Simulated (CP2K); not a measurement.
# C2H7NOSi (SMILES C1N[SiH2]CO1): PM6

Aim: the energy difference between two shapes of C2H7NOSi at PM6, from 2 runs. 

Program for the calculation: CP2K 2026.2.

1 further run of the same task is left out (it didn't finish).

## Step 1: The molecule

C2H7NOSi: 12 atoms, total charge 0, spin state singlet. As SMILES, `C1N[SiH2]CO1`. Geometry: a rough force-field guess. This is one conformer, not always the lowest.

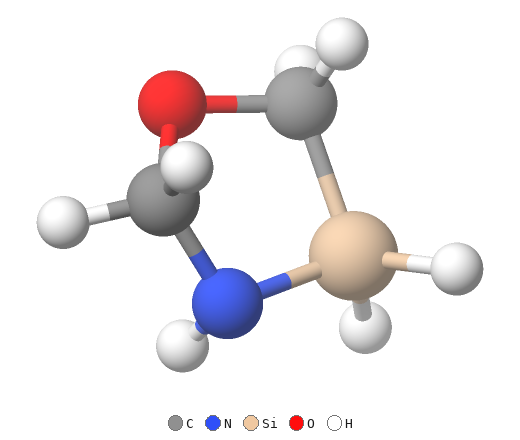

The structure, seen from a chosen angle (carbon grey, nitrogen blue, silicon light orange, oxygen red, hydrogen white).

## Step 2: Energy and gradient at PM6

gas.inp reads:

```
&GLOBAL
    PROJECT gas
    RUN_TYPE ENERGY_FORCE
    PRINT_LEVEL MEDIUM
&END

&FORCE_EVAL
    METHOD QUICKSTEP
    &DFT
        CHARGE 0
        MULTIPLICITY 1
        &QS
            METHOD PM6
            EPS_DEFAULT 1.0E-10
            &SE
                &COULOMB
                    CUTOFF [angstrom] 50
                    RC_RANGE [angstrom] 0
                &END
                &EXCHANGE
                    CUTOFF [angstrom] 50
                    RC_RANGE [angstrom] 0
                &END
            &END
        &END
        &POISSON
            PERIODIC NONE
            POISSON_SOLVER ANALYTIC
        &END
        &SCF
            SCF_GUESS ATOMIC
            EPS_SCF 1.0E-07
            MAX_SCF 100
            ADDED_MOS 8
            &DIAGONALIZATION
                ALGORITHM STANDARD
            &END
            &MIXING
                METHOD DIRECT_P_MIXING
                ALPHA 0.4
            &END
        &END
        &PRINT
            &MOMENTS
                PERIODIC F
                REFERENCE COM
                MAX_MOMENT 1
            &END
            &MO ON
                ENERGIES T
                OCCUPATION_NUMBERS T
                NDIGITS 6
                &EACH
                    QS_SCF 0
                &END
                ADD_LAST NUMERIC
            &END
            &HIRSHFELD OFF
            &END
        &END
    &END
    &SUBSYS
        &CELL
            ABC [angstrom] 13.8 13.8 13.6
            PERIODIC NONE
        &END
        &COORD
            C     -0.610900     1.132000    -0.358600
            N     -0.093800     0.855700     0.949500
            Si     0.795000    -0.619100     0.825100
            C      0.158100    -0.971600    -0.858300
            O     -0.982700    -0.038100    -1.103900
            H     -1.570100     1.792000    -0.267800
            H      0.080600     1.758400    -0.966800
            H     -0.843700     0.655500     1.543300
            H      0.365100    -1.491400     1.970900
            H      2.274200    -0.293600     0.830700
            H     -0.343100    -1.990400    -0.900700
            H      0.848200    -0.844500    -1.629400
        &END
        &TOPOLOGY
            &CENTER_COORDINATES
            &END
        &END
    &END
    &PRINT
        &FORCES ON
        &END
    &END
&END
```

The run is started by

```bash
$ OMP_NUM_THREADS=1 cp2k.psmp -i gas.inp -o gas.out
```

Standard output:

```text
CP2K| version string:                                       CP2K version 2026.2
[...]
 GLOBAL| Method name                                                        CP2K
[...]
 GLOBAL| Run type                                                   ENERGY_FORCE
[...]
                             - Atoms:                                         12
[...]
                             - Spherical basis functions:                     32
[...]
 Number of electrons:                                                         30
[...]
     1 P_Mix/Diag. 0.40E+00    0.0     0.71882017       -24.6747407643 -2.47E+01
[...]
    19 DIIS/Diag.  0.41E-07    0.0     0.00000007       -32.4633374072  3.55E-14
  *** SCF run converged in    19 steps ***
  Core-core repulsion energy [eV]:                           2300.77903183966146
  Core Hamiltonian energy [eV]:                             -1429.46805053090702
  Two-electron integral energy [eV]:                        -3509.36663352315190
  Electronic energy [eV]:                                   -3184.15136729248297
  Total energy [eV]:                                         -883.37233545282174
  Atomic reference energy [eV]:                               882.45837378987255
  Heat of formation [kcal/mol]:                               -21.07645831484794
[...]
 SE_DIPOLE| Moment [Debye]         -0.45311648       1.01226541      -0.70851233
 SE_DIPOLE| Derivative [a.u.]       0.00000000       0.00000000       0.00000000
 ENERGY| Total FORCE_EVAL ( QS ) energy [hartree]            -32.463337407221992
 FORCES| Atomic forces [hartree/bohr]
 FORCES|   Atom     x               y               z               |f|
 FORCES|      1 -3.76775578E-02  6.77029177E-02 -2.97863908E-02   8.30091110E-02
 FORCES|      2  2.80490280E-03  6.45267481E-03  1.42540740E-02   1.58960095E-02
 FORCES|      3  5.81436077E-02 -1.77643384E-02  3.86992302E-02   7.20685871E-02
 FORCES|      4 -4.32471660E-02 -3.27233870E-02 -6.79576405E-03   5.46563796E-02
 FORCES|      5  1.58765373E-02 -1.46833483E-02  1.24301853E-03   2.16612614E-02
 FORCES|      6  1.27015517E-02 -1.74251172E-02 -6.48053268E-03   2.25158040E-02
 FORCES|      7  4.53425779E-03 -3.18787420E-03 -1.90440637E-03   5.86078487E-03
 FORCES|      8 -2.83196646E-02  9.69786897E-03  3.49089055E-02   4.59856907E-02
 FORCES|      9  6.19094786E-03  1.99182462E-03 -1.08142071E-02   1.26191234E-02
 FORCES|     10 -1.31634222E-02 -1.00403921E-02  1.90570316E-04   1.65566142E-02
 FORCES|     11  4.53351797E-03  8.71559609E-03 -5.67755598E-03   1.13467635E-02
 FORCES|     12  1.76224876E-02  1.26357493E-03 -2.78369416E-02   3.29703505E-02
 FORCES| Sum     5.55111512E-17  4.57966998E-16  1.42247325E-15
[...]
```

Wall time 0.89 s (1 thread of Intel Xeon 6975P-C (Granite Rapids), shared host); peak memory 0.18 GiB.

## Step 3: The distorted shape at the same level

run.inp reads:

```
&FORCE_EVAL
    METHOD Quickstep
    &DFT
        &QS
            METHOD PM6
            EPS_DEFAULT 1.0E-10
            &SE
                &COULOMB
                    CUTOFF [angstrom] 50
                    RC_RANGE [angstrom] 0
                &END COULOMB
                &EXCHANGE
                    CUTOFF [angstrom] 50
                    RC_RANGE [angstrom] 0
                &END EXCHANGE
            &END SE
        &END QS
        &POISSON
            PERIODIC NONE
            POISSON_SOLVER ANALYTIC
        &END POISSON
        &SCF
            SCF_GUESS ATOMIC
            EPS_SCF 1.0E-07
            MAX_SCF 100
            ADDED_MOS 8
            &DIAGONALIZATION
                ALGORITHM STANDARD
            &END DIAGONALIZATION
            &MIXING
                METHOD DIRECT_P_MIXING
                ALPHA 0.4
            &END MIXING
        &END SCF
        &PRINT
            &MOMENTS
                PERIODIC F
                REFERENCE COM
                MAX_MOMENT 1
            &END MOMENTS
            &MO ON
                ENERGIES T
                OCCUPATION_NUMBERS T
                NDIGITS 6
                &EACH
                    QS_SCF 0
                &END EACH
                ADD_LAST NUMERIC
            &END MO
            &HIRSHFELD OFF
            &END HIRSHFELD
        &END PRINT
    &END DFT
    &SUBSYS
        &CELL
            ABC 14 13.6 13.6
            PERIODIC NONE
        &END CELL
        &COORD
            C     -0.708545     1.181737    -0.400785
            N     -0.125388     0.791614     0.997182
            Si     0.759167    -0.640859     0.590113
            C      0.104778    -0.821765    -0.907410
            O     -1.014097     0.066043    -1.029683
            H     -1.657914     1.794655    -0.250816
            H      0.017291     1.833558    -0.822077
            H     -0.857741     0.627966     1.663432
            H      0.348984    -1.506494     1.926924
            H      2.370676    -0.353179     0.876709
            H     -0.405276    -1.787421    -0.957012
            H      0.990309    -0.783245    -1.707068
        &END COORD
        &TOPOLOGY
            &CENTER_COORDINATES
            &END CENTER_COORDINATES
        &END TOPOLOGY
    &END SUBSYS
    &PRINT
        &FORCES ON
        &END FORCES
    &END PRINT
&END FORCE_EVAL

&GLOBAL
    PROJECT run
    RUN_TYPE ENERGY_FORCE
    PRINT_LEVEL MEDIUM
&END GLOBAL
```

The run is started by

```bash
$ OMP_NUM_THREADS=1 cp2k.psmp run.inp > run.out
```

Standard output:

```text
CP2K| version string:                                       CP2K version 2026.2
[...]
 GLOBAL| Method name                                                        CP2K
[...]
 GLOBAL| Run type                                                   ENERGY_FORCE
[...]
                             - Atoms:                                         12
[...]
                             - Spherical basis functions:                     32
[...]
 Number of electrons:                                                         30
[...]
     1 P_Mix/Diag. 0.40E+00    0.0     0.73349162       -24.5855416436 -2.46E+01
[...]
    19 DIIS/Diag.  0.22E-07    0.0     0.00000005       -32.3878403818 -2.34E-13
  *** SCF run converged in    19 steps ***
  Core-core repulsion energy [eV]:                           2321.40837127627356
  Core Hamiltonian energy [eV]:                             -1429.38333920227615
  Two-electron integral energy [eV]:                        -3546.68597797359462
  Electronic energy [eV]:                                   -3202.72632818907323
  Total energy [eV]:                                         -881.31795691280001
  Atomic reference energy [eV]:                               882.45837378987255
  Heat of formation [kcal/mol]:                                26.29864002567183
[...]
 SE_DIPOLE| Moment [Debye]          0.02076439       1.05913809       1.23479729
 SE_DIPOLE| Derivative [a.u.]       0.00000000       0.00000000       0.00000000
 ENERGY| Total FORCE_EVAL ( QS ) energy [hartree]            -32.387840381754614
 FORCES| Atomic forces [hartree/bohr]
 FORCES|   Atom     x               y               z               |f|
 FORCES|      1 -2.49963914E-03  9.94978761E-02  9.60966293E-02   1.38349694E-01
 FORCES|      2 -2.32359832E-02  2.39988646E-02 -2.29634115E-02   4.05360911E-02
 FORCES|      3  1.25257842E-01 -2.80160547E-03  2.20077249E-01   2.53241725E-01
 FORCES|      4 -6.01128853E-03 -5.81332006E-02 -1.38507438E-01   1.50332681E-01
 FORCES|      5 -3.34971488E-02 -5.93651571E-02 -7.28839698E-02   9.97915523E-02
 FORCES|      6  5.26360073E-03 -9.18866233E-03 -4.09907691E-03   1.13551504E-02
 FORCES|      7  1.79234325E-02  1.34880805E-02 -1.81868601E-02   2.88780129E-02
 FORCES|      8 -8.32397650E-03  9.22848922E-03  1.21896780E-02   1.74080972E-02
 FORCES|      9  1.24450406E-02  1.20644960E-02 -4.46754570E-02   4.79200121E-02
 FORCES|     10 -4.78340706E-02 -1.35376524E-02 -1.96934771E-02   5.34714820E-02
 FORCES|     11 -6.80117592E-03 -2.22507649E-02 -1.31942787E-02   2.67477386E-02
 FORCES|     12 -3.26866335E-02  6.99923639E-03  5.84041336E-03   3.39339910E-02
 FORCES| Sum    -1.27675648E-15  1.36002321E-15 -2.41473508E-15
[...]
```

It took 0.89 s on 1 thread of Intel Xeon 6975P-C (Granite Rapids), shared host; peak memory 0.18 GiB.

## Step 4: Outcome

Level: PM6.

| quantity | value |
| --- | --- |
| first shape: total energy | -32.46334 Eh |
| first shape: dipole moment | 1.32 D |
| first shape: HOMO energy | -9.77 eV |
| first shape: LUMO energy | -0.21 eV |
| first shape: HOMO–LUMO gap | 9.56 eV |
| first shape: heat of formation at this unrelaxed shape | -21.1 kcal/mol |
| first shape: largest force on an atom | 4.269 eV/Å |
| distorted shape: total energy | -32.38784 Eh |
| distorted shape: dipole moment | 1.63 D |
| distorted shape: HOMO energy | -9.49 eV |
| distorted shape: LUMO energy | -0.17 eV |
| distorted shape: HOMO–LUMO gap | 9.32 eV |
| distorted shape: heat of formation at this unrelaxed shape | 26.3 kcal/mol |
| distorted shape: largest force on an atom | 13.022 eV/Å |
| energy change with the atoms displaced | 2.054 eV |

With the atoms displaced the energy rises by 2.05 eV (47 kcal/mol). The first shape isn't relaxed at this level, so the change isn't measured from a minimum. The largest force (first shape) is 4.27 eV/Å: the shape isn't a stationary point for this species at this level.
